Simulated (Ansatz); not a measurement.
**C2H8AlFSi: up Jacob's ladder to CCSD(T)**

How much do the methods differ for C2H8AlFSi? The plan is to run it at one geometry with functionals of several rungs and with coupled cluster, and see how far each lands from CCSD(T) at the basis-set limit for the atomisation energy.

The runs use Ansatz 0.2.0, Gaussian basis; functionals in def2-TZVPP, the program's frozen cores in correlated methods.

Plan: LDA (SPW92), PBE-D4, revPBE-D4, BLYP-D4, r2SCAN-D4, B97M-V, PBE0-D4, B3LYP-D4, r2SCANh-D4, r2SCAN0-D4, HSE06-D4, BHLYP-D4, CAM-B3LYP-D4, LC-ωPBE, ωB97X-V, ωB97M-V, B2PLYP, PBE-QIDH; CCSD(T)/def2-SVP; CCSD(T)/def2-TZVPP; MP2/def2-QZVPP; extrapolation to the limit; RPA on PBE.

### 1 The geometry

All runs share one geometry, relaxed beforehand with PBE0-D4 in a triple-zeta def2 set.

13 atoms, charge 0, spin multiplicity 1.

Atoms are counted from 1 here; the program's logs count them from 0.

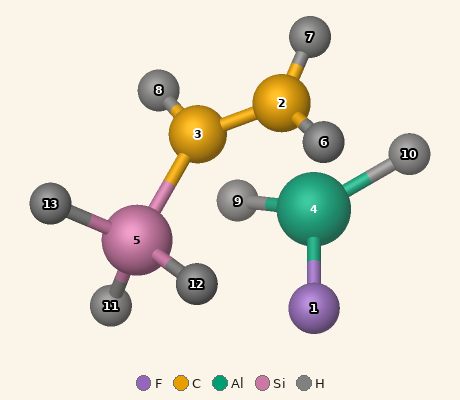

The structure; fluorine purple, carbon amber, aluminium teal, silicon pink, hydrogen grey; atoms are numbered from 1 in the order of the file.

### 2 LDA

This LDA is Slater exchange with PW92 correlation.

in.yaml

```yaml
crystal:
  periodic: [false, false, false]
  atoms:
    - {symbol: F, position_ang: [0.248526, 0.852335, -1.961606]}
    - {symbol: C, position_ang: [-0.830886, 0.701510, 0.999566]}
    - {symbol: C, position_ang: [-0.099251, -0.412152, 0.814276]}
    - {symbol: Al, position_ang: [-1.131431, 0.096412, -1.395725]}
    - {symbol: Si, position_ang: [1.727083, -0.431784, 0.347073]}
    - {symbol: H, position_ang: [-0.423289, 1.688834, 0.795426]}
    - {symbol: H, position_ang: [-1.841819, 0.673528, 1.395287]}
    - {symbol: H, position_ang: [-0.561963, -1.364435, 1.070239]}
    - {symbol: H, position_ang: [-1.219656, -1.471015, -1.607311]}
    - {symbol: H, position_ang: [-2.426177, 1.003615, -1.270893]}
    - {symbol: H, position_ang: [1.958829, -1.252701, -0.862264]}
    - {symbol: H, position_ang: [2.209322, 0.958183, 0.190022]}
    - {symbol: H, position_ang: [2.411114, -1.077132, 1.500911]}
basis:
  gaussian: {orbitals: def2-TZVPP}
hamiltonian: {xc: lda}
output: {orbitals: {seedname: orbitals}}
```

Launch:

```console
$ ansatz run in.yaml --threads 4 --pin off --events-out ev --progress --plain --max-ram 10444MiB
```

After this run come: PBE-D4 (GGA); revPBE-D4 (GGA); BLYP-D4 (GGA); r2SCAN-D4 (meta-GGA); B97M-V (meta-GGA); PBE0-D4 (hybrid); B3LYP-D4 (hybrid); r2SCANh-D4 (hybrid); r2SCAN0-D4 (hybrid); HSE06-D4 (hybrid); BHLYP-D4 (hybrid); CAM-B3LYP-D4 (range-separated); LC-ωPBE (range-separated); ωB97X-V (range-separated); ωB97M-V (range-separated); B2PLYP (double hybrid); PBE-QIDH (double hybrid); CCSD(T) in def2-SVP; CCSD(T) in def2-TZVPP; MP2 in def2-QZVPP; RPA on PBE orbitals.

**Question.** What will the summary of the whole plan be? Wanted: atomisation energy, CCSD(T)/CBS; farthest beyond LDA; mean size of error, GGA; mean size of error, meta-GGA; mean size of error, hybrid; mean size of error, range-separated; mean size of error, double hybrid; gap, smallest and largest; T1 diagnostic.

As calculated:

| quantity | value |
| --- | --- |
| atomisation energy, CCSD(T)/CBS | 4491.3 kJ/mol |
| functionals within 22.5 kJ/mol (0.5 %) | PBE-D4, r2SCAN-D4, B97M-V, B3LYP-D4, CAM-B3LYP-D4, ωB97X-V, ωB97M-V |
| farthest beyond LDA | BHLYP-D4 (-99.1 kJ/mol) |
| mean size of error, GGA | 40.1 kJ/mol |
| mean size of error, meta-GGA | 10.2 kJ/mol |
| mean size of error, hybrid | 48.1 kJ/mol |
| mean size of error, range-separated | 14.7 kJ/mol |
| mean size of error, double hybrid | 62.1 kJ/mol |
| gap, smallest and largest | 4.06 eV (LDA (SPW92)), 11.41 eV (LC-ωPBE) |
| T1 diagnostic | 0.0120 |
| triples share of the correlation energy | 3.4 % |

In words: LDA overbinds by 504.1 kJ/mol (11 %). PBE-D4 misses by -0.6 kJ/mol. Double hybrids carry the basis error of their MP2 part in triple zeta, and no dispersion term here, so their miss is partly the set-up's. The rungs meta-GGA, range-separated miss on average by less than the doubt on the reference (22.5 kJ/mol), so they tie. Misses under about 22.5 kJ/mol are within the doubt on the reference itself, which lacks core-valence correlation, relativity and higher excitations. Hartree-Fock recovers 76 % of the binding; the rest is correlation. CCSD(T) in def2-SVP is off by -234.1 kJ/mol, more than most functionals: a good method in a small basis is no reference. Orbital gaps span 4.1 to 11.4 eV; exact exchange widens them.
